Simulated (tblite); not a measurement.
## Run report: C₆H₈NO, geometry relaxation (part 2 of 2)

Continued. System: C₆H₈NO, multiplicity 2, SMILES [CH2]NC(=O)CC=C=C. Method: GFN2-xTB geometry optimisation, gas phase (tblite 0.8.0). It belongs to a series of runs on one base structure; here: H removed from sp3 C.

Geometry of the input (Å):
```
C  -2.9341  0.5239  -0.1832
N  -1.6697  0.0894  -0.4052
C  -1.0646  -0.9359  0.3433
O  -1.6153  -1.5108  1.2668
C  0.3452  -1.2537  -0.0920
C  1.3005  -0.4238  0.6952
C  2.0739  0.5076  0.2018
C  2.8457  1.4359  -0.2767
H  -3.5314  0.0505  0.5944
H  -3.3209  1.3372  -0.7882
H  -1.1141  0.5426  -1.1132
H  0.4526  -1.0815  -1.1742
H  0.5272  -2.3152  0.0898
H  1.3471  -0.6158  1.7653
H  3.6307  1.1932  -0.9742
H  2.7195  2.4653  0.0391
```

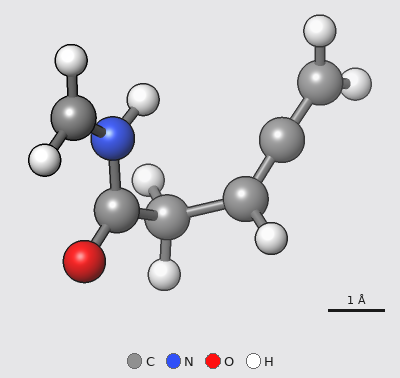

Fig. 1: The geometry at step 76 of the log (ball-and-stick view, seen at a tilt).

### Trajectory as extended XYZ, continued
```
16
Properties=species:S:1:pos:R:3:forces:R:3 step=42 energy=-647.04348
C    -2.8481    0.5868   -0.1210    0.0010  -0.0010   0.0010
N    -1.6086    0.0967   -0.3562   -0.0400   0.0190  -0.0200
C    -1.0717   -0.9826    0.3070   -0.0240   0.0200  -0.0180
O    -1.6778   -1.5742    1.1815    0.0260  -0.0300  -0.0150
C     0.3488   -1.2965   -0.1268   -0.0210   0.0080   0.0010
C     1.2799   -0.4430    0.6956   -0.0090   0.0170   0.0030
C     2.0083    0.5142    0.2118    0.0060  -0.0240  -0.0100
C     2.7580    1.4387   -0.2962    0.0340   0.0350  -0.0070
H    -3.4287    0.1044    0.6384   -0.0180   0.0250  -0.0110
H    -3.2140    1.4070   -0.7016    0.0180  -0.0120   0.0100
H    -1.0446    0.5447   -1.0674    0.0000   0.0040   0.0420
H     0.4860   -1.0866   -1.1880    0.0110  -0.0470  -0.0370
H     0.5447   -2.3519    0.0684    0.0120   0.0110   0.0230
H     1.2704   -0.6423    1.7571    0.0240  -0.0230   0.0460
H     3.7653    1.2327   -0.6245   -0.0130   0.0120   0.0040
H     2.4244    2.4607   -0.3896   -0.0080  -0.0130  -0.0110
16
Properties=species:S:1:pos:R:3:forces:R:3 step=51 energy=-647.04704
C    -2.8303    0.6029   -0.1079    0.0150  -0.0070  -0.0030
N    -1.6028    0.0879   -0.3562   -0.0110   0.0370   0.0100
C    -1.0760   -1.0116    0.2817   -0.0180   0.0230   0.0100
O    -1.6907   -1.6318    1.1300   -0.0170  -0.0040  -0.0260
C     0.3559   -1.3101   -0.1276   -0.0290  -0.0140   0.0130
C     1.2591   -0.4291    0.6978    0.0150  -0.0110  -0.0230
C     1.9920    0.5221    0.2095    0.0000  -0.0140  -0.0170
C     2.7404    1.4438   -0.3048    0.0320   0.0470  -0.0220
H    -3.4231    0.1343    0.6505    0.0030  -0.0110  -0.0190
H    -3.1722    1.4475   -0.6685    0.0200  -0.0200   0.0060
H    -1.0247    0.5539   -1.0442    0.0020  -0.0120   0.0250
H     0.5118   -1.1302   -1.1923   -0.0080   0.0030  -0.0030
H     0.5630   -2.3570    0.0985    0.0070  -0.0100   0.0130
H     1.2393   -0.6143    1.7620   -0.0010  -0.0130   0.0350
H     3.7550    1.2416   -0.6122   -0.0150   0.0160   0.0040
H     2.3956    2.4591   -0.4276    0.0050  -0.0120  -0.0030
16
Properties=species:S:1:pos:R:3:forces:R:3 step=59 energy=-647.05031
C    -2.8019    0.6223   -0.0915    0.0280   0.0130  -0.0090
N    -1.5758    0.0986   -0.3277   -0.0060   0.0000  -0.0150
C    -1.0847   -1.0434    0.2622   -0.0370  -0.0130  -0.0040
O    -1.7428   -1.7103    1.0398    0.0210   0.0190   0.0040
C     0.3596   -1.3355   -0.1136   -0.0340  -0.0120   0.0020
C     1.2473   -0.4219    0.6917   -0.0370   0.0300  -0.0240
C     1.9787    0.5224    0.1859   -0.0030   0.0240   0.0350
C     2.7192    1.4545   -0.3228    0.0280   0.0310  -0.0280
H    -3.4211    0.1474    0.6420    0.0230  -0.0190  -0.0380
H    -3.1083    1.4942   -0.6306   -0.0050  -0.0190   0.0190
H    -0.9812    0.5760   -0.9934    0.0270   0.0020   0.0490
H     0.5229   -1.1885   -1.1824    0.0010   0.0030  -0.0090
H     0.5756   -2.3723    0.1479   -0.0170  -0.0130  -0.0040
H     1.2029   -0.5742    1.7617    0.0530   0.0150   0.0050
H     3.7457    1.2795   -0.6059   -0.0120  -0.0300   0.0050
H     2.3565    2.4601   -0.4748   -0.0300  -0.0320   0.0130
16
Properties=species:S:1:pos:R:3:forces:R:3 step=68 energy=-647.05645
C    -2.7613    0.6525   -0.0777    0.0200  -0.0330  -0.0220
N    -1.5375    0.1134   -0.2853    0.0320   0.0790   0.0100
C    -1.1075   -1.0802    0.2420    0.0860   0.0690  -0.0890
O    -1.8284   -1.7982    0.9053   -0.0760  -0.1290   0.1360
C     0.3518   -1.3697   -0.0802   -0.0060   0.0090  -0.0020
C     1.2343   -0.4090    0.6730   -0.0230   0.0170  -0.0160
C     1.9600    0.5239    0.1371   -0.0290   0.0150   0.0410
C     2.6900    1.4720   -0.3571   -0.0050   0.0130  -0.0320
H    -3.4326    0.1141    0.5584   -0.0410  -0.0010  -0.0180
H    -3.0336    1.5558   -0.5818    0.0170  -0.0120   0.0250
H    -0.8697    0.6359   -0.8359    0.0210   0.0580  -0.0310
H     0.5217   -1.2822   -1.1549    0.0120   0.0030  -0.0200
H     0.5676   -2.3912    0.2349    0.0010  -0.0150   0.0070
H     1.2184   -0.5117    1.7497    0.0050  -0.0440   0.0310
H     3.7210    1.3152   -0.6359   -0.0450   0.0060   0.0090
H     2.2982    2.4682   -0.5029    0.0300  -0.0340  -0.0280
16
Properties=species:S:1:pos:R:3:forces:R:3 step=76 energy=-647.06395
C    -2.7336    0.6574   -0.0822   -0.0080  -0.0090   0.0020
N    -1.4967    0.1349   -0.2512    0.0060   0.0390   0.0350
C    -1.1042   -1.0921    0.2297    0.0000   0.0360  -0.0250
O    -1.8573   -1.8251    0.8430    0.0250  -0.0430   0.0020
C     0.3574   -1.3930   -0.0689    0.0090   0.0150   0.0230
C     1.2232   -0.4105    0.6748   -0.0230  -0.0040   0.0340
C     1.9137    0.5451    0.1324   -0.0020  -0.0120   0.0210
C     2.6427    1.4812   -0.3851    0.0160   0.0030  -0.0240
H    -3.4470    0.0834    0.4754    0.0430   0.0080  -0.0520
H    -2.9736    1.6000   -0.5255    0.0150   0.0180   0.0050
H    -0.7939    0.6943   -0.7218   -0.0620  -0.0380   0.0040
H     0.5398   -1.3333   -1.1436    0.0020   0.0230  -0.0130
H     0.5706   -2.4061    0.2729   -0.0070  -0.0140   0.0070
H     1.2089   -0.5117    1.7529    0.0090  -0.0030  -0.0050
H     3.6751    1.3080   -0.6460   -0.0020   0.0070  -0.0200
H     2.2673    2.4764   -0.5683   -0.0220  -0.0270   0.0040
16
Properties=species:S:1:pos:R:3:forces:R:3 step=85 energy=-647.06945
C    -2.7115    0.6769   -0.0919    0.0160   0.0080  -0.0160
N    -1.4652    0.1599   -0.1834   -0.0320  -0.0620   0.0140
C    -1.1091   -1.1061    0.2167    0.0120   0.0370  -0.0410
O    -1.8930   -1.8897    0.7185   -0.0490   0.0110   0.0050
C     0.3617   -1.4047   -0.0351    0.0290  -0.0100   0.0340
C     1.2273   -0.4093    0.6867   -0.0230   0.0110   0.0530
C     1.8987    0.5472    0.1229   -0.0010  -0.0010   0.0010
C     2.6009    1.4845   -0.4285   -0.0060  -0.0030  -0.0020
H    -3.4767    0.0525    0.3190   -0.0290  -0.0010   0.0120
H    -2.8995    1.6666   -0.4517    0.0070  -0.0160   0.0160
H    -0.7288    0.7403   -0.5628    0.0390   0.0410  -0.0190
H     0.5619   -1.3896   -1.1083   -0.0010   0.0510  -0.0250
H     0.5605   -2.4061    0.3437    0.0150  -0.0700   0.0080
H     1.2352   -0.5013    1.7657    0.0080  -0.0050  -0.0030
H     3.6270    1.3154   -0.7156   -0.0080   0.0480  -0.0210
H     2.2031    2.4725   -0.6073    0.0240  -0.0390  -0.0160
16
Properties=species:S:1:pos:R:3:forces:R:3 step=93 energy=-647.07291
C    -2.6937    0.6859   -0.0937   -0.0040  -0.0100  -0.0130
N    -1.4498    0.1602   -0.1706    0.0010   0.0070  -0.0030
C    -1.1080   -1.1176    0.2014    0.0060   0.0200   0.0060
O    -1.9098   -1.9116    0.6569   -0.0190  -0.0070  -0.0040
C     0.3705   -1.4113   -0.0175    0.0120   0.0100  -0.0010
C     1.2215   -0.4082    0.7136    0.0070   0.0040   0.0080
C     1.8916    0.5421    0.1358    0.0100   0.0000   0.0070
C     2.5725    1.4749   -0.4496   -0.0110  -0.0030  -0.0090
H    -3.4843    0.0567    0.2608    0.0240   0.0040   0.0110
H    -2.8535    1.6992   -0.3964   -0.0020  -0.0100  -0.0020
H    -0.6994    0.7513   -0.5085   -0.0020   0.0010   0.0110
H     0.5859   -1.3798   -1.0881    0.0040  -0.0020  -0.0180
H     0.5708   -2.4169    0.3537   -0.0070  -0.0020   0.0040
H     1.2247   -0.4931    1.7926    0.0000   0.0020  -0.0040
H     3.5996    1.3292   -0.7457   -0.0120  -0.0110   0.0040
H     2.1538    2.4480   -0.6562   -0.0050  -0.0040   0.0060
16
Properties=species:S:1:pos:R:3:forces:R:3 step=102 energy=-647.07347
C    -2.6901    0.6858   -0.1053    0.0020   0.0050   0.0150
N    -1.4422    0.1674   -0.1611    0.0050   0.0050  -0.0080
C    -1.1073   -1.1156    0.1981    0.0060   0.0090  -0.0040
O    -1.9174   -1.9146    0.6299   -0.0060  -0.0040  -0.0010
C     0.3723   -1.4120   -0.0107    0.0040   0.0030   0.0000
C     1.2239   -0.4100    0.7207    0.0050   0.0020   0.0040
C     1.8917    0.5397    0.1395   -0.0140   0.0050   0.0030
C     2.5614    1.4723   -0.4585    0.0030   0.0000  -0.0010
H    -3.4785    0.0519    0.2447    0.0010   0.0000  -0.0010
H    -2.8493    1.7047   -0.3885    0.0020  -0.0110  -0.0040
H    -0.6862    0.7640   -0.4758   -0.0040  -0.0010  -0.0010
H     0.5917   -1.3833   -1.0811    0.0030  -0.0030  -0.0020
H     0.5678   -2.4177    0.3628   -0.0050  -0.0020   0.0020
H     1.2308   -0.4951    1.7993    0.0010  -0.0040   0.0020
H     3.5861    1.3281   -0.7620    0.0030  -0.0020  -0.0040
H     2.1375    2.4434   -0.6635   -0.0050  -0.0040   0.0020
16
Properties=species:S:1:pos:R:3:forces:R:3 step=110 energy=-647.07372
C    -2.6846    0.6899   -0.0973    0.0020   0.0080  -0.0010
N    -1.4374    0.1707   -0.1595    0.0010   0.0050  -0.0040
C    -1.1058   -1.1154    0.1910   -0.0010   0.0030  -0.0040
O    -1.9207   -1.9177    0.6078   -0.0030  -0.0020   0.0050
C     0.3747   -1.4129   -0.0076    0.0000   0.0000   0.0010
C     1.2239   -0.4106    0.7261   -0.0010  -0.0010   0.0010
C     1.8872    0.5415    0.1436    0.0030  -0.0030  -0.0010
C     2.5541    1.4713   -0.4619   -0.0040   0.0010   0.0000
H    -3.4730    0.0533    0.2476   -0.0010   0.0010  -0.0010
H    -2.8461    1.7056   -0.3904    0.0000  -0.0070   0.0020
H    -0.6807    0.7690   -0.4696   -0.0030  -0.0030   0.0020
H     0.6002   -1.3878   -1.0769    0.0030  -0.0020  -0.0010
H     0.5651   -2.4180    0.3698    0.0020  -0.0050   0.0000
H     1.2304   -0.4970    1.8045    0.0030   0.0010  -0.0010
H     3.5778    1.3268   -0.7693   -0.0050   0.0000   0.0020
H     2.1272    2.4404   -0.6693    0.0020   0.0030   0.0000
```

### Results in brief

| quantity | value |
| --- | --- |
| outcome | converged |
| total energy | −647.0737 eV |
| hardware | 1 CPU thread, shared host |
| peak memory | 0.24 GiB |
